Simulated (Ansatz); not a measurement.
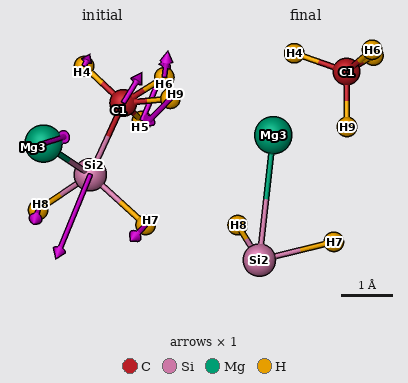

The structure of CH$_{6}$MgSi before (left) and after (right) a relaxation, at one scale. The purple arrows give the displacements, at their true length.

Style: ball-and-stick. Shown from a free direction.

It is one of the separated reactants of a reaction.

Computed with RKS PBE-D4/def2-SVP (Ansatz).

Input file:
```yaml
crystal:
  periodic: [false, false, false]
  atoms:
    - {symbol: C, position_ang: [-0.671529, 0.919057, -0.900060]}
    - {symbol: Si, position_ang: [0.567195, -0.374598, -0.284470]}
    - {symbol: Mg, position_ang: [0.318379, -1.111406, 2.184140]}
    - {symbol: H, position_ang: [-1.696683, 0.551553, -0.814308]}
    - {symbol: H, position_ang: [-0.486705, 1.164712, -1.948249]}
    - {symbol: H, position_ang: [-0.597013, 1.840648, -0.318285]}
    - {symbol: H, position_ang: [1.942108, 0.168223, -0.535137]}
    - {symbol: H, position_ang: [0.468613, -1.558550, -1.199030]}
    - {symbol: H, position_ang: [-0.188062, 1.762953, -0.478517]}
basis:
  gaussian: {orbitals: def2-SVP}
hamiltonian: {xc: pbe, dispersion: d4}
relax: {f_tol: 0.03, max_steps: 250}
```

Launched with:
```bash
ansatz run in.yaml --threads 2 --pin off --events-out ev --progress --plain --max-ram 4352MiB
```

Q: What changed between the two?

A: Si2 moves most after the best rigid fit: 2.11 Å. Largest moves by element: Si 2.11 Å, H 1.43 Å, Mg 1.15 Å, C 0.77 Å. Near-neighbour distances that change, for instance: C1–Si2 1.894 → 4.748 Å, H6–H9 0.446 → 1.818 Å, C1–Mg3 3.823 → 3.241 Å, Si2–H7 1.499 → 1.575 Å. Bonds break: C1–Si2 (1.89 → 4.75 Å), H6–H9 (0.45 → 1.82 Å). Bond angles that change, for instance: H6–C1–H9 23.9° → 110.3°, Mg3–Si2–H7 110.5° → 72.2°, H4–C1–H9 131.7° → 110.0°. Over 36 accepted moves (39 points after the start) the energy falls by 1008.1 kJ/mol. Largest force component: 39 eV/Å at the start, 0.014 eV/Å at the end. The line search rejected the trial steps at points 20, 30, 33 of the run. The forces were under the threshold at step 21, but the run went on from there.
